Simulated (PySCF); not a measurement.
# One shape, several levels: singlet [SiF3]−

Wanted: a comparison of 6 runs (BLYP/aug-cc-pVDZ, M06-L/aug-cc-pVDZ, PBE0/aug-cc-pVDZ, SVWN5/aug-cc-pVDZ, r2SCAN/aug-cc-pVDZ, CCSD(T)/aug-cc-pVDZ) of singlet [SiF3]−. 

The results are computed with PySCF 2.14.0.

1 further run of the same task is left out (set aside as unsound or not needed).

## (1) The molecule

[SiF3]− has 4 atoms, charge -1, and is taken as a singlet. As SMILES of the parent species, `F[Si](F)F`. The shape is that of a PBE0-D4/def2-TZVP optimisation. That shape belongs to the parent species and isn't relaxed for this state.

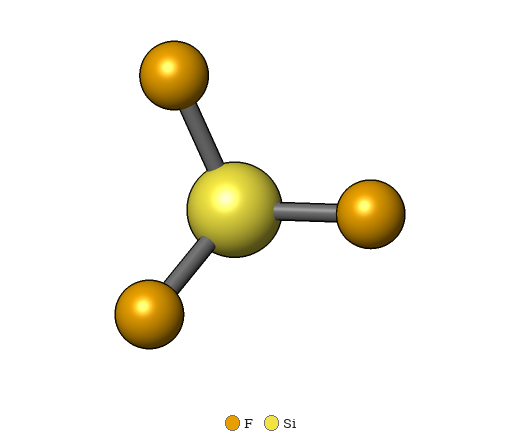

The structure, seen from a chosen angle (fluorine amber, silicon yellow).

## (2) The energy at BLYP/aug-cc-pVDZ (run 1)

run.py

```python
from pyscf import gto, dft

molecule = gto.Mole()
molecule.atom = '''
F    0.784850  -0.507040   1.151700
Si  -0.282750   0.213060   0.234280
F   -0.994260  -0.892250  -0.644340
F    0.492160   1.186230  -0.741640
'''
molecule.basis = 'aug-cc-pvdz'
molecule.verbose = 3
molecule.charge = -1
molecule.max_memory = 1860
molecule.build()

mf = dft.RKS(molecule)
mf.xc = 'blyp'
mf.grids.level = 5
mf.conv_tol = 1e-10
mf.kernel()
if not mf.converged:
    mf = mf.newton().run(mf.mo_coeff, mf.mo_occ)

energy = mf.e_tot
print('Final energy', energy)
```

Started as:

```
OMP_NUM_THREADS=1 python run.py
```

Standard output:

```text
converged SCF energy = -589.213396296464
Final energy -589.2133962964637
```

Run time: 14 s. Hardware: 1 thread of Arm Neoverse V1, shared host; peak memory 0.48 GiB.

## (3) A single-point energy at M06-L/aug-cc-pVDZ (run 2)

run.py

```python
from pyscf import gto, dft

molecule = gto.M(
    atom='F 0.784850 -0.507040 1.151700; Si -0.282750 0.213060 0.234280; F -0.994260 -0.892250 -0.644340; F 0.492160 1.186230 -0.741640',
    basis='aug-cc-pvdz',
    max_memory=1860,
    verbose=3,
    charge=-1,
)

mf = dft.RKS(molecule, xc='m06-l')
mf.conv_tol = 1e-10
mf.grids.level = 5
mf.kernel()
if not mf.converged:
    mf = mf.newton().run(mf.mo_coeff, mf.mo_occ)

energy = mf.e_tot
print('Final energy', energy)
```

Started as:

```
OMP_NUM_THREADS=1 python run.py
```

Standard output:

```text
converged SCF energy = -589.183361763247
Final energy -589.1833617632466
```

It took 35 s on 1 thread of Arm Neoverse V1, shared host; peak memory 0.53 GiB.

Run 3 isn't shown in full; the table further down has it.

## (4) The energy at SVWN5/aug-cc-pVDZ (run 4)

job.py

```python
from pyscf import gto, dft

mol = gto.M(
    atom='''
F      1.483152    -0.958167     2.176398
Si    -0.534320     0.402625     0.442725
F     -1.878879    -1.686108    -1.217626
F      0.930048     2.241650    -1.401496
''',
    unit='bohr',
    charge=-1,
    verbose=3,
    max_memory=1860,
    basis='aug-cc-pvdz',
)

myscf = dft.RKS(mol, xc='svwn')
myscf.grids.level = 5
myscf.conv_tol = 1e-10
myscf.kernel()
if not myscf.converged:
    myscf = myscf.newton().run(myscf.mo_coeff, myscf.mo_occ)

e_final = myscf.e_tot
print('E(%s) = %.9f' % ('SVWN5', e_final))
```

Started as:

```
OMP_NUM_THREADS=1 python job.py
```

Standard output:

```text
converged SCF energy = -586.196695235559
E(SVWN5) = -586.196695236
```

Run time: 9 s. Hardware: 1 thread of Arm Neoverse V1, shared host; peak memory 0.33 GiB.

Run 5 isn't shown in full; the table further down has it.

## (5) The energy at CCSD(T)/aug-cc-pVDZ (run 6)

start.xyz

```xyz
4

F      0.784850    -0.507040     1.151700
Si    -0.282750     0.213060     0.234280
F     -0.994260    -0.892250    -0.644340
F      0.492160     1.186230    -0.741640
```

input.py

```python
from pyscf import gto, scf, cc

molecule = gto.Mole()
molecule.atom = 'start.xyz'
molecule.max_memory = 1860
molecule.verbose = 3
molecule.basis = 'aug-cc-pvdz'
molecule.charge = -1
molecule.build()

myscf = scf.RHF(molecule)
myscf.conv_tol = 1e-10
myscf.kernel()
if not myscf.converged:
    myscf = myscf.newton().run(myscf.mo_coeff, myscf.mo_occ)

mycc = cc.CCSD(myscf, frozen=8)
mycc.kernel()
e_t = mycc.ccsd_t()
e_final = mycc.e_tot + e_t
print('E = %.10f Eh' % e_final)
```

Started as:

```
OMP_NUM_THREADS=1 python input.py
```

Standard output:

```text
converged SCF energy = -587.447479098717
E(CCSD) = -588.1743635273948  E_corr = -0.7268844286781068
CCSD(T) correction = -0.0180768341676927
E = -588.1924403616 Eh
```

It took 58 s on 1 thread of Arm Neoverse V1, shared host; peak memory 0.57 GiB.

## (6) All runs side by side

```tsv
run	level	integration grid	frozen core orbitals	energy (Eh)	HOMO energy (eV)	LUMO energy (eV)	HOMO–LUMO gap (eV)	wall time
1	BLYP/aug-cc-pVDZ	5	–	-589.213396	1.27	3.67	2.40	14 s
2	M06-L/aug-cc-pVDZ	5	–	-589.183362	1.53	4.36	2.83	35 s
3	PBE0/aug-cc-pVDZ	5	–	-588.829708	0.38	4.05	3.67	14 s
4	SVWN5/aug-cc-pVDZ	5	–	-586.196695	1.08	3.63	2.55	9 s
5	r2SCAN/aug-cc-pVDZ	5	–	-589.084916	1.22	4.11	2.89	27 s
6	CCSD(T)/aug-cc-pVDZ	–	8	-588.192440	-1.66	5.09	6.75	58 s
```

## (7) What came out

```
                                                    quantity          value
                                         run 6: total energy  -588.19244 Eh
                  run 6: HOMO energy (Hartree–Fock orbitals)       -1.66 eV
                  run 6: LUMO energy (Hartree–Fock orbitals)        5.09 eV
run 6: HOMO–LUMO gap (to an unbound level, set by the basis)        6.75 eV
          run 6: correlation energy (8 core orbitals frozen)     -745.0 mEh
                                       run 6: (T) correction     -18.08 mEh
                                        run 6: T1 diagnostic          0.017
```

**Reading.** Over runs 1, 2, 3, 4, 5 the HOMO–LUMO gap runs from 2.40 eV (BLYP/aug-cc-pVDZ) to 3.67 eV (PBE0/aug-cc-pVDZ). The empty levels of an anion lie above zero and hang on the basis. Totals of different functionals can't be ranked against each other. In runs 1, 2, 3, 4, 5 the HOMO lies above zero, so the outermost electron may be held by the basis alone. All runs together took 2.6 min, the longest 58 s.
